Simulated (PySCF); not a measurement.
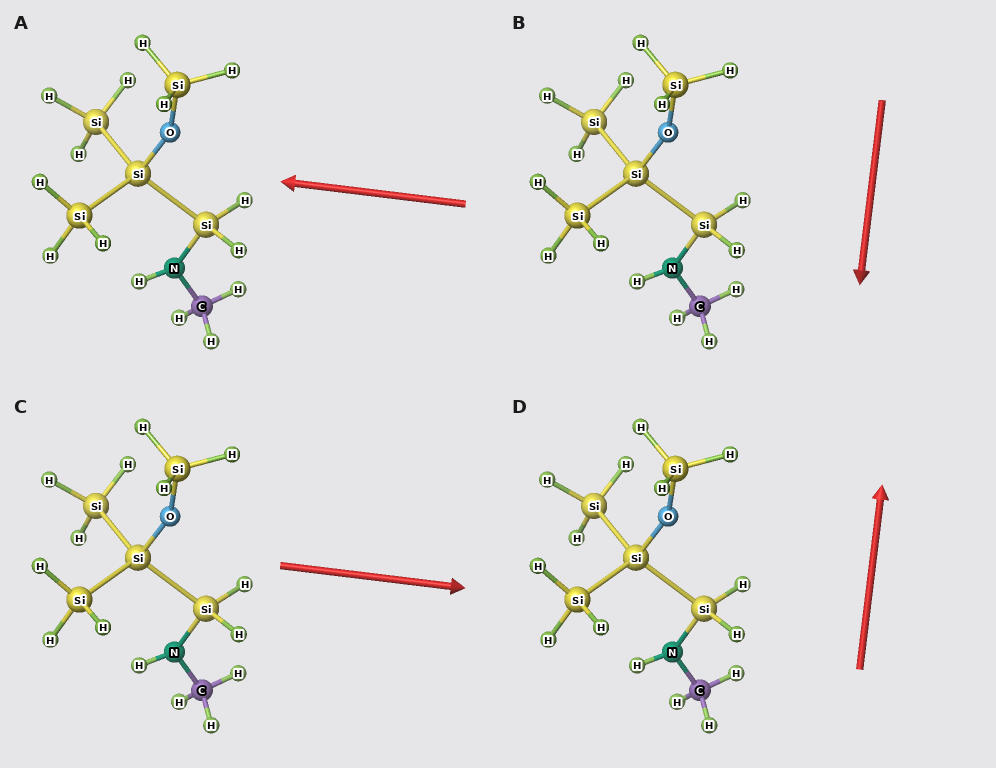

The same molecule four times, each with an arrow. Computed geometry: GFN2-xTB optimisation. No frequency run is at hand to confirm it as a minimum. Properties computed with PBE0/pcSseg-1, gas phase (PySCF 2.14.0).

Which arrow points along the dipole moment, from the negative to the positive end?

B. The dipole moment is 0.78 D.

The geometry is semi-empirical. Around Si such bond lengths and angles can be off by a tenth of an ångström or more and by several degrees, and values that hang on the shape move with them.
